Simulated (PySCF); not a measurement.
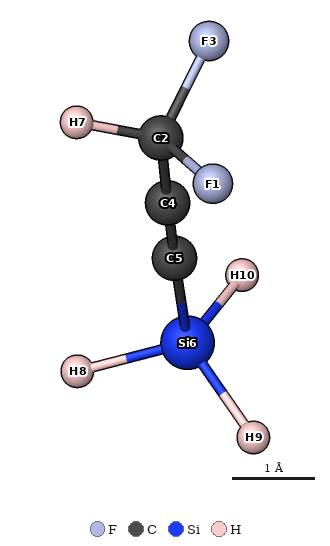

**Figure 1.** The starting structure (ball-and-stick view, seen at an oblique angle; atoms are numbered from 1 in the order of the input).

**Geometry relaxation, with input and output: C3H4F2Si**

The run: geometry relaxation of C3H4F2Si. Method and program: PBE0-D3(BJ)/def2-SVP geometry optimisation, gas phase (PySCF 2.14.0).

Output:
```
step   0  E = -605.04297785  max force = 0.070129
step   1  E = -605.04409750  max force = 0.013898
step   2  E = -605.04523142  max force = 0.010970
step   3  E = -605.04689195  max force = 0.007213
step   4  E = -605.04717030  max force = 0.004189
step   5  E = -605.04721571  max force = 0.000703
step   6  E = -605.04722538  max force = 0.000401
optimisation converged
```

Trajectory as extended XYZ (Å, eV, eV/Å), 7 frames, from step=0 to step=6:
```
10
Properties=species:S:1:pos:R:3:forces:R:3 step=0 energy=-16464.05803
F     2.8453    0.7877   -0.1446   -0.2072   0.2951  -0.1745
C     2.1453   -0.3687   -0.0711    2.1299  -0.2028  -0.2371
F     2.6630   -1.0392    0.9768   -0.0595  -0.3860   0.2945
C     0.7563   -0.1441    0.1055   -3.6062   0.6766   0.5391
C    -0.4532    0.0445    0.2788    1.6562  -0.2170  -0.2487
Si   -2.2655    0.3604    0.5580    1.1446  -0.2829   0.1549
H     2.3848   -0.9439   -0.9832   -0.1929  -0.0604  -0.0816
H    -2.9521   -0.2302   -0.5817   -0.4928  -0.2040  -0.4544
H    -2.4476    1.8099    0.6402   -0.1832   0.4824   0.0064
H    -2.6259   -0.2974    1.8289   -0.1889  -0.1009   0.2014
10
Properties=species:S:1:pos:R:3:forces:R:3 step=1 energy=-16464.08850
F     2.8459    0.7479    0.0420    0.1364  -0.0921   0.0685
C     2.1896   -0.4252    0.1390   -0.4520   0.0763   0.1993
F     2.6727   -1.1127    1.1916    0.1034   0.0663  -0.0306
C     0.7447   -0.1695    0.2952    0.3436   0.1067  -0.7147
C    -0.4283    0.1067    0.1117   -0.2433  -0.1821   0.6639
Si   -2.2329    0.4016    0.3512    0.0990   0.0478  -0.1421
H     2.3725   -1.0065   -0.7812    0.0612  -0.0325  -0.0029
H    -2.9889   -0.1759   -0.7932   -0.0306  -0.0155  -0.0279
H    -2.4747    1.8685    0.4281   -0.0252   0.0265  -0.0006
H    -2.6491   -0.2552    1.6231    0.0074  -0.0014  -0.0129
10
Properties=species:S:1:pos:R:3:forces:R:3 step=2 energy=-16464.11935
F     2.8762    0.7352    0.0478   -0.0286   0.0495  -0.0193
C     2.1888   -0.4204    0.1334   -0.0530  -0.0323   0.1153
F     2.6656   -1.1055    1.1899   -0.0230  -0.0572   0.0803
C     0.7475   -0.1586    0.2725    0.0673   0.1936  -0.5641
C    -0.4354    0.1046    0.1320    0.0539  -0.1901   0.5430
Si   -2.2387    0.4014    0.3542    0.0105   0.0434  -0.1281
H     2.3879   -1.0096   -0.7794   -0.0239  -0.0015  -0.0199
H    -2.9893   -0.1809   -0.7944    0.0021   0.0005  -0.0027
H    -2.4890    1.8687    0.4284   -0.0008  -0.0030  -0.0057
H    -2.6620   -0.2552    1.6230   -0.0046  -0.0029   0.0011
10
Properties=species:S:1:pos:R:3:forces:R:3 step=3 energy=-16464.16454
F     2.9091    0.7272    0.0494   -0.0856   0.0791  -0.0513
C     2.1892   -0.4105    0.1189    0.3709  -0.1600  -0.0193
F     2.6215   -1.0968    1.1977   -0.0802  -0.0510   0.0169
C     0.7604   -0.1301    0.2155   -0.2733   0.1659  -0.0914
C    -0.4364    0.0919    0.2018    0.1365  -0.0528   0.1323
Si   -2.2394    0.3964    0.3639   -0.1131   0.0045  -0.0405
H     2.4066   -1.0125   -0.7839   -0.0024   0.0212   0.0341
H    -2.9592   -0.1961   -0.8024    0.0422   0.0200   0.0219
H    -2.4987    1.8643    0.4246    0.0306  -0.0290  -0.0130
H    -2.7014   -0.2542    1.6219   -0.0256   0.0022   0.0101
10
Properties=species:S:1:pos:R:3:forces:R:3 step=4 energy=-16464.17211
F     2.9112    0.7315    0.0464   -0.0428   0.0221  -0.0151
C     2.1935   -0.4084    0.1132    0.2154  -0.0828  -0.0086
F     2.6074   -1.0953    1.1994   -0.0440   0.0078  -0.0142
C     0.7623   -0.1205    0.2008   -0.1115   0.0415   0.0136
C    -0.4360    0.0847    0.2354    0.0228   0.0024   0.0158
Si   -2.2425    0.3921    0.3689   -0.0495  -0.0128   0.0077
H     2.4222   -1.0132   -0.7839   -0.0150   0.0144   0.0134
H    -2.9368   -0.2016   -0.8099    0.0203   0.0061   0.0003
H    -2.4928    1.8606    0.4177    0.0153  -0.0045  -0.0089
H    -2.7370   -0.2501    1.6198   -0.0111   0.0059  -0.0040
10
Properties=species:S:1:pos:R:3:forces:R:3 step=5 energy=-16464.17335
F     2.9070    0.7360    0.0453   -0.0038  -0.0040  -0.0068
C     2.1970   -0.4085    0.1134    0.0351  -0.0029   0.0184
F     2.6094   -1.0933    1.2005   -0.0062   0.0101  -0.0153
C     0.7623   -0.1210    0.2046   -0.0361  -0.0085   0.0147
C    -0.4365    0.0800    0.2508    0.0151   0.0033  -0.0007
Si   -2.2448    0.3897    0.3692   -0.0020  -0.0049   0.0047
H     2.4257   -1.0124   -0.7833   -0.0037   0.0022  -0.0003
H    -2.9226   -0.2038   -0.8183    0.0033   0.0007  -0.0055
H    -2.4863    1.8595    0.4103    0.0015   0.0017  -0.0055
H    -2.7596   -0.2465    1.6149   -0.0032   0.0024  -0.0036
10
Properties=species:S:1:pos:R:3:forces:R:3 step=6 energy=-16464.17361
F     2.9042    0.7382    0.0453    0.0036  -0.0055   0.0014
C     2.1981   -0.4083    0.1168   -0.0206   0.0113   0.0052
F     2.6153   -1.0922    1.2020    0.0035   0.0087  -0.0037
C     0.7618   -0.1237    0.2123    0.0185  -0.0166   0.0095
C    -0.4369    0.0770    0.2582   -0.0075   0.0036   0.0022
Si   -2.2456    0.3889    0.3667    0.0076  -0.0002  -0.0021
H     2.4244   -1.0112   -0.7810   -0.0007  -0.0032  -0.0024
H    -2.9149   -0.2044   -0.8256   -0.0014   0.0000  -0.0041
H    -2.4833    1.8595    0.4036   -0.0022   0.0014  -0.0038
H    -2.7715   -0.2440    1.6092   -0.0007   0.0005  -0.0021
```

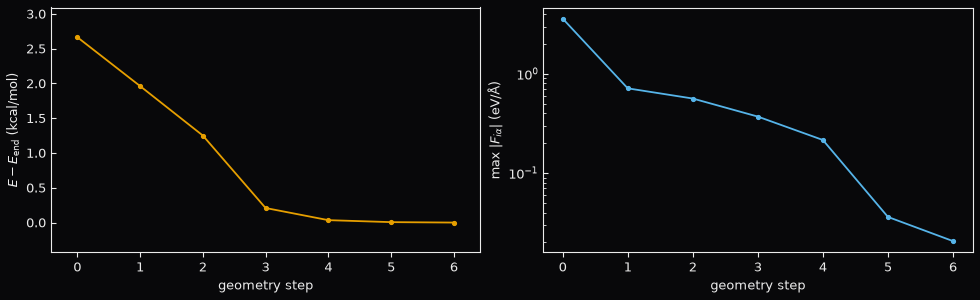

**Figure 2.** Progress of the relaxation, step by step (steps are counted from 0).

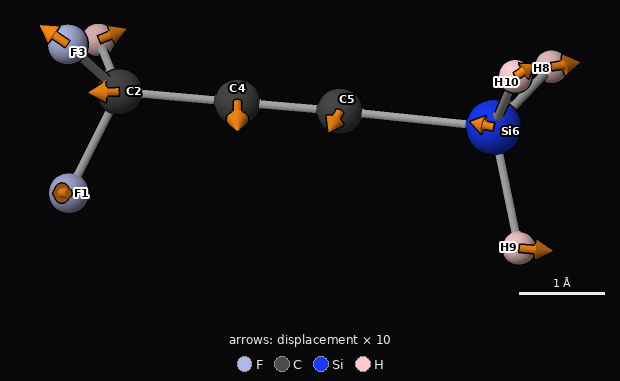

**Figure 3.** The starting structure with the displacements as orange arrows, magnified 10 times (ball-and-stick view, seen at a tilt). The two geometries are laid on each other by the best rigid fit. The energy falls by 2.67 kcal/mol in 6 geometry steps. Largest force component: 3.6 eV/Å at the start, 0.021 eV/Å at the end. The atom that moves furthest after the best rigid fit is C4 (0.056 Å). By element the largest moves are C 0.056 Å, F 0.044 Å, H 0.044 Å, Si 0.032 Å. Among the contacts that change: C2–C4 1.418 → 1.467 Å, Si6–H8 1.456 → 1.491 Å, C5–Si6 1.861 → 1.839 Å, C4–C5 1.236 → 1.216 Å. Among the angles that change: C5–Si6–H8 105.8° → 109.1°, H8–Si6–H9 112.8° → 109.9°, F1–C2–F3 105.6° → 108.2°. (Atoms are counted from 1 in the order of the input.)

The run was set up as follows.

The input:
```
{"job": {"xc": "PBE0", "basis": "def2-SVP", "d3": "d3bj", "grid": 1, "shake": 0.01, "kind": "geom"}, "charge": 0, "multiplicity": 1}
F      2.845340     0.787710    -0.144560
C      2.145290    -0.368740    -0.071080
F      2.662980    -1.039160     0.976850
C      0.756300    -0.144110     0.105480
C     -0.453210     0.044480     0.278840
Si    -2.265480     0.360350     0.558010
H      2.384840    -0.943880    -0.983210
H     -2.952080    -0.230160    -0.581720
H     -2.447640     1.809940     0.640190
H     -2.625900    -0.297370     1.828900
```

The first line tells a small driver script what to run in PySCF; the rest is the geometry in Å.

Command:
```bash
OMP_NUM_THREADS=1 python <driver script> task.json out
```

Key numbers:

```csv
quantity,value
outcome,converged
total energy,−605.047225 hartree
dipole moment,1.93 D
point group,C1
hardware,"1 CPU thread, shared host"
wall time,30 s
peak memory,0.42 GiB
```
